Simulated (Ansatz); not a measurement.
# AgAu (P-6m2): bands and what follows from them

Aim: the bands of AgAu (P-6m2) near the Fermi level, with what follows from them: the Fermi surface and transport coefficients.

Program: Ansatz 0.2.0. Level of theory: DFT r²SCAN, scalar-relativistic, plane waves, PAW. These are calculated values, not measurements.

5 further runs of the same task are left out: 5 set aside as unsound or not needed. Runs told in other sessions of the task aren't counted.

## 1. The system as given

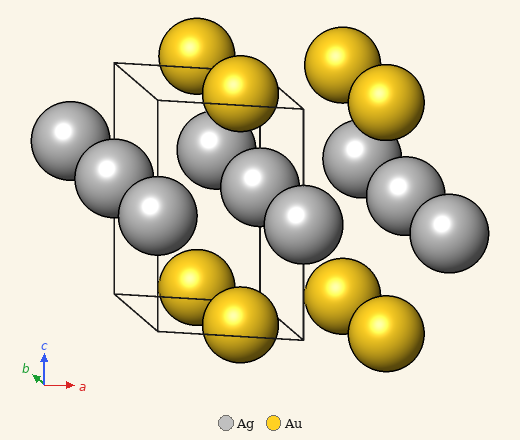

Start, viewed slightly off an axis; silver light grey, gold amber. 2×2×1 cells are drawn. Atoms on the faces are drawn again on the opposite ones.

Structure file:

```
CELL_PARAMETERS angstrom
2.93517 0.00000 0.00000
-1.46758 2.54193 0.00000
0.00000 0.00000 4.69690
ATOMIC_POSITIONS crystal
Ag 0.00000 0.00000 0.50000
Au 0.66667 0.33333 0.00000
```

The cell is the database one, not relaxed. An earlier run on this cell at r²SCAN gave -0.48 GPa at 17.522 Å³/atom (14×14×8 mesh), metallic.

## 2. Bands on a fine mesh, Fermi surface

input.yaml

```yaml
crystal:
  lattice:
    - [2.9351655825, 0.0, 0.0]
    - [-1.4675827913, 2.5419279588, 0.0]
    - [0.0, 0.0, 4.6969034292]
  atoms:
    - { symbol: Ag, position: [0.0, 0.0, 0.5] }
    - { symbol: Au, position: [0.6666666667, 0.3333333333, 0.0] }
basis:
  ecutwfc: 500
  ecutrho_ratio: 4
kpoints:
  mp_grid: { grid: [14, 14, 8] }
hamiltonian:
  xc: r2scan
scf:
  occupations: { method: gaussian, width: 0.05 }
output:
  forces: true
  stress: true
  eigenvalues: true
  eigenstates:
    nscf_kmesh: { grid: [24, 24, 14] }
    de_dk: true
    e_range: [-2.5, 2.5]
  write_density: true
  write_potential: true
  elf: true
  volumetric_format: npy
```

On the command line:

```bash
$ ansatz run input.yaml --threads 4 --pin off --max-ram 9216MiB --backend cpu --events-out ev --progress --plain --runs-dir out
```

Standard output, shortened:

```text
Warning: RAYON_NUM_THREADS=4 ignored (pool sized by the plan → 4); use --threads N
[...]
Pseudopotentials: kind: paw
Pseudopotential: Ag, paw, valence charge 19, recommended cutoff 500 eV (meta_gga), Ag.paw.azcp
Pseudopotential: Au, paw, valence charge 19, recommended cutoff 500 eV (meta_gga), Au.paw.azcp
Functional definition: r2SCAN
[...]
Crystal: 2 atoms, lattice volume = 35.044 Å³
Basis set: ecut = 500 eV, 905 PW (Γ), exchange–correlation on 96×96×144 points (64 copies of the dense FFT grid, shifted against one another)
Bands: 23, of which v1, the nominal top of the filled ones, is band 19 counted from 1 (18 counted from 0)
Symmetry: 12 space group operations
Space group: P-6m2 (ITA 187), of the structure as read, at distance tolerance 3.3e-5 Å
k-points: 120 of 1568 (time reversal used)
[...]
SCF iter   1: F=—  HF=-20767.557390 eV  |F-HF|=—  |Δ(HF+E_count)|=         —  Δρ=1.44e-2  dr2=8.11e-2  dr2_τ=5.35e-3  ethr=1.77e-3  ⟨swp⟩=4.9  Hψ=10582  notcnv=0
[...]
SCF iter  10: F=-20767.542566 eV  HF=-20767.542566 eV  |F-HF|=0.00e0  |Δ(HF+E_count)|=  1.46e-11  Δρ=2.31e-8  dr2=1.54e-13  dr2_τ=6.80e-15  ethr=1.00e-12  ⟨swp⟩=5.8  Hψ=11748  notcnv=0
the search or the solves at the SCF's close seem to have found levels that the self-consistency loop had missed (the run counts 1). By its estimate they hold under 1e-12 electrons; where the run keeps them, the occupations were computed again with them
[...]
NSCF: frozen V_eff on 488 k-points
SCF converged after 10 iterations
Free energy (F): -20767.542566 eV
[...]
E sigma→0 (E₀):  -20767.542374 eV
Entropy (-TS):   -0.000385 eV (-0.193 meV/atom)
Fermi energy:    18.188257 eV
[...]
--- Forces (eV/Å), atoms counted from 1 ---
  atom   1  Ag    -0.00000000     0.00000000    -0.00000000
  atom   2  Au     0.00000000    -0.00000000     0.00000000
[...]
--- Stress (GPa, compression-positive) ---
       -1.093068       0.000000      -0.000000
        0.000000      -1.093068      -0.000000
       -0.000000      -0.000000       0.752194
  P = ⅓ Tr σ = -0.4780 GPa (-4.780 kbar)
--- Band table (eV; the first three rows and the last of 120) ---
  k-point 0: bands = ["-89.3204", "-76.2937", "-40.2164", "-40.1040", "-40.1040", "-38.9039", "-38.8670", "-38.8670", "9.3017", "11.4700", "13.3435", "13.3435", "13.3989", "13.7946", "13.7946", "13.9503", "13.9503", "15.4387", "15.4387", "17.9530", "21.8785", "33.5924", "35.9329"]
[...]
--- Fermi surface from the table of eigenstates, both spin states counted (twice the sheets' area in a run without spin) ---
  How far the three rows differ hints at the mesh's error and does not bound it.
  reading                E - E_F (eV)   area (Å⁻²)  resistivity times mean free path along x, y, z (Ω·m²), under one mean free path over the surface
  by tetrahedra                0.0796       35.276  8.0565e-16  8.0565e-16  1.0213e-15
  by the states' slopes  not read: the table lacks a row of a band that the level cuts (widen output.eigenstates.e_range, raise output.eigenstates.top_band)
  on every second point        0.0862       33.977  8.3517e-16  8.3517e-16  1.0644e-15
```

Wall time 17 s (4 threads of Arm Neoverse V2, shared host); peak memory 0.62 GiB.

Result: volume 17.522 Å³/atom, pressure -0.48 GPa, a metal on this mesh.

Bands that cross the Fermi level on the 24×24×14 mesh (edges cut at 2.5 eV from it):

```tsv
spin	band	lowest (eV)	highest (eV)
both	19	-2.50	2.46
both	20	-2.48	2.49
```

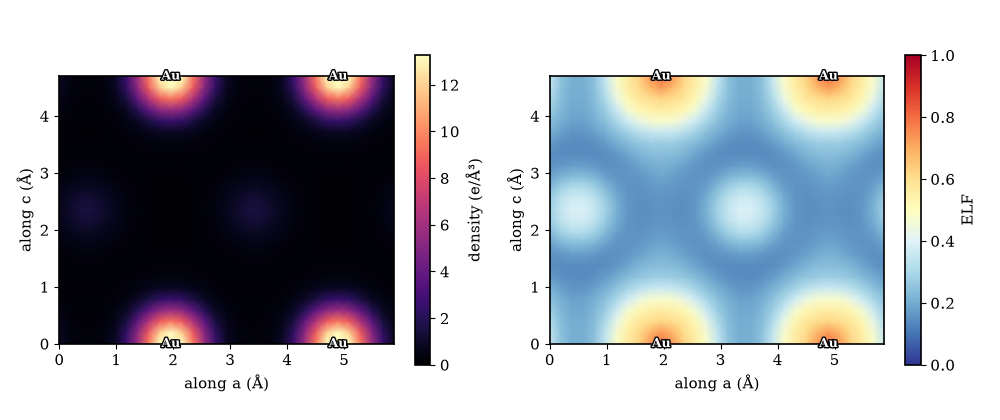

Density (left) and ELF (right) in a lattice plane of the grid's cell (edges 2.94 and 4.70 Å, at 0.333 of the third edge), which holds Au. Only atoms in the plane are labelled; the density scale stops at 13.27 e/Å³. Both are smooth fields of the valence electrons: close to the nuclei they are not physical.

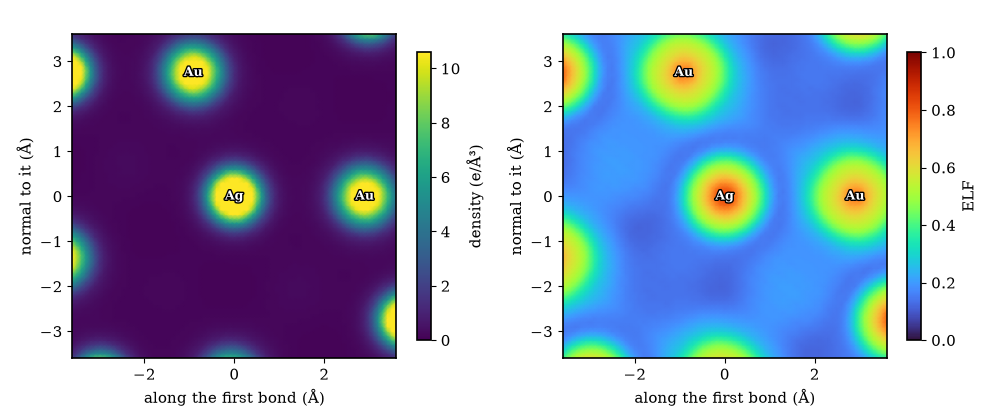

Density and ELF in the plane through atom 1 (Ag) and two of its nearest Au neighbours; the density scale stops at 10.59 e/Å³.

## 3. States of the whole zone by energy, transport at constant relaxation time

Edit input.yaml of step 2 so:

```diff
@@ -21,9 +21,2 @@
   eigenvalues: true
-  eigenstates:
-    nscf_kmesh: { grid: [24, 24, 14] }
-    de_dk: true
-    e_range: [-2.5, 2.5]
-  write_density: true
-  write_potential: true
-  elf: true
-  volumetric_format: npy
+  states_by_energy: { minimum_broadening: 0.025 }
```

On the command line:

```bash
$ ansatz run input.yaml --threads 4 --pin off --max-ram 9216MiB --backend cpu --events-out ev --progress --plain --runs-dir out
```

Standard output, shortened:

```text
Warning: RAYON_NUM_THREADS=4 ignored (pool sized by the plan → 4); use --threads N
[...]
[... 4 set-up lines as earlier in the session ...]
[...]
Crystal: 2 atoms, lattice volume = 35.044 Å³
Basis set: ecut = 500 eV, 905 PW (Γ), exchange–correlation on 96×96×144 points (64 copies of the dense FFT grid, shifted against one another)
Bands: 23, of which v1, the nominal top of the filled ones, is band 19 counted from 1 (18 counted from 0)
[... 2 set-up lines as earlier in the session ...]
k-points: 120 of 1568 (time reversal used)
[...]
SCF iter   1: F=—  HF=-20767.557390 eV  |F-HF|=—  |Δ(HF+E_count)|=         —  Δρ=1.44e-2  dr2=8.11e-2  dr2_τ=5.35e-3  ethr=1.77e-3  ⟨swp⟩=4.9  Hψ=10582  notcnv=0
[...]
SCF iter   7: F=-20767.542566 eV  HF=-20767.542566 eV  |F-HF|=8.57e-9  |Δ(HF+E_count)|=   6.75e-7  Δρ=6.16e-6  dr2=1.24e-8  dr2_τ=1.02e-9  ethr=2.63e-10  ⟨swp⟩=6.1  Hψ=11315  notcnv=0
[...]
NSCF: frozen V_eff on 8 k-points
SCF converged after 7 iterations
Free energy (F): -20767.542566 eV
[...]
E sigma→0 (E₀):  -20767.542374 eV
Entropy (-TS):   -0.000385 eV (-0.192 meV/atom)
Fermi energy:    18.188241 eV
[...]
--- Forces (eV/Å), atoms counted from 1 ---
  atom   1  Ag    -0.00000000     0.00000000    -0.00000000
  atom   2  Au     0.00000000     0.00000000     0.00000000
[...]
--- Stress (GPa, compression-positive) ---
       -1.092965       0.000000      -0.000000
        0.000000      -1.092965      -0.000000
       -0.000000      -0.000000       0.752274
  P = ⅓ Tr σ = -0.4779 GPa (-4.779 kbar)
--- Band table (eV; the first three rows and the last of 120) ---
[... band rows left out ...]
[...]
```

Run time: 2.5 min. Hardware: 4 threads of Arm Neoverse V2, shared host; peak memory 1.4 GiB.

Read off: volume 17.522 Å³/atom, pressure -0.48 GPa, a metal on this mesh.

A script then sums the file of states by energy over Fermi windows, for rigid-band transport at a constant relaxation time τ. Negative carriers are holes, and the chemical potential counts from the run's Fermi level:

```tsv
T (K)	electrons added (10¹⁹ cm⁻³)	chemical potential (eV)	σ/τ xx (10²⁰/Ω m s)	Seebeck xx (μV/K)	Seebeck zz (μV/K)	Lorenz xx (10⁻⁸ V²/K²)
300	0	0.081	16.7	1	-2	2.43
300	1	0.082	16.7	1	-2	2.43
300	-1	0.081	16.7	1	-2	2.43
300	10	0.088	16.7	1	-2	2.43
300	-10	0.075	16.7	0	-2	2.43
300	100	0.143	16.5	1	-2	2.44
300	-100	0.018	16.7	0	-2	2.43
600	0	0.080	16.6	1	-5	2.41
600	1	0.081	16.6	1	-5	2.41
600	-1	0.080	16.6	1	-5	2.41
600	10	0.087	16.6	1	-5	2.41
600	-10	0.074	16.6	1	-5	2.41
600	100	0.143	16.5	2	-5	2.42
600	-100	0.017	16.6	0	-5	2.41
900	0	0.080	16.5	1	-7	2.39
900	1	0.080	16.5	1	-7	2.39
900	-1	0.079	16.5	1	-7	2.39
900	10	0.086	16.5	1	-7	2.39
900	-10	0.073	16.5	1	-7	2.39
900	100	0.143	16.5	2	-7	2.40
900	-100	0.016	16.5	-1	-7	2.38
```

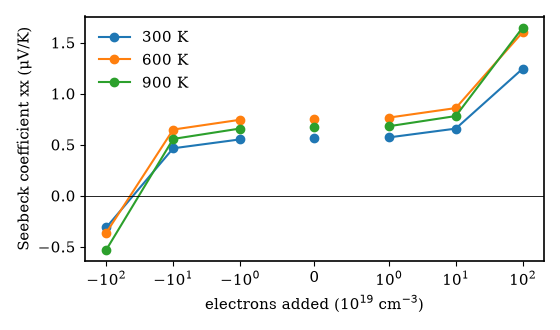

Seebeck coefficient against doping.

## 4. Summary of results

| quantity | value |
| --- | --- |
| Fermi-surface area, spins summed | 35.28 Å⁻² |
| resistivity × mean free path, xx and zz | 0.81, 1.02 × 10⁻¹⁵ Ω m² |
| largest S²σ/τ along x | at 900 K with 100 × 10¹⁹ cm⁻³ electrons, S = 2 μV/K |

What this shows: On the fine mesh the Fermi surface has sheets from 2 bands. Among the cases computed, S²σ/τ along x is largest at 900 K for electron doping of 100 × 10¹⁹ cm⁻³. That is the edge of the range tried, not a located peak. Spin–orbit coupling is left out, though the cell holds Au; in elements this heavy it can shift levels and gaps by tenths of an eV.
